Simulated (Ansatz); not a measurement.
**CH2BN (SMILES BC#N): where methods fail along a bond**

The species is CH2BN (5 atoms), meant as a singlet with charge 0. SMILES: `BC#N`. Geometry: relaxed at PBE0-D4/def2-TZVP.

```xyz
5

B    -0.2192    0.4413   -0.3419
C     0.3527   -0.6967    0.4907
N     0.7865   -1.5596    1.1222
H    -0.7443    0.1874   -1.3776
H    -0.1259    1.5540    0.0653
```

The B1–C2 distance is scanned; the parts on either side stay rigid. Basis STO-3G, 3 core orbitals frozen in the correlated methods; program Ansatz 0.2.0. FCI is exact within this basis and core. Energies in eV from each method's value at 1.522 Å; methods without a U are spin-restricted. The shape above is that at 1.522 Å.

```tsv
distance (Å)	PBE0	r2SCAN0	wB97X	wB97M-V	MP2	FCI
1.522	0.00	0.00	0.00	0.00	0.00	0.00
1.902	1.38	1.42	1.33	1.35	1.27	1.18
2.282	3.59	3.68	3.63	3.59	3.59	3.29
3.043	6.93	7.11	7.34	7.21	7.15	5.82
3.804	8.39	8.61	9.22	9.05	8.32	6.22
```

Departure from the FCI curve at its largest: PBE0 +2.18 eV at 3.80 Å; r2SCAN0 +2.39 eV at 3.80 Å; wB97X +3.01 eV at 3.80 Å; wB97M-V +2.83 eV at 3.80 Å; MP2 +2.10 eV at 3.80 Å. Restricted functionals keep the electrons paired too, and rise too high.

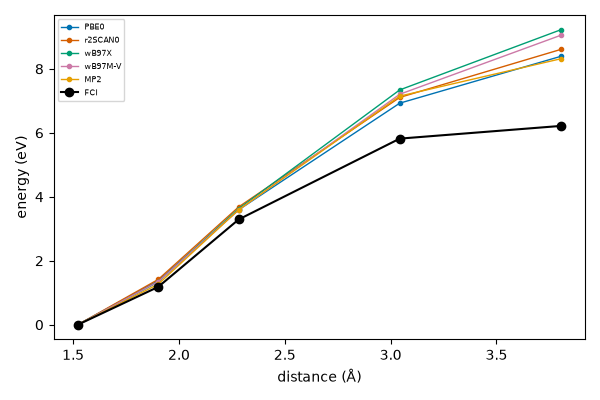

The curves of the table.
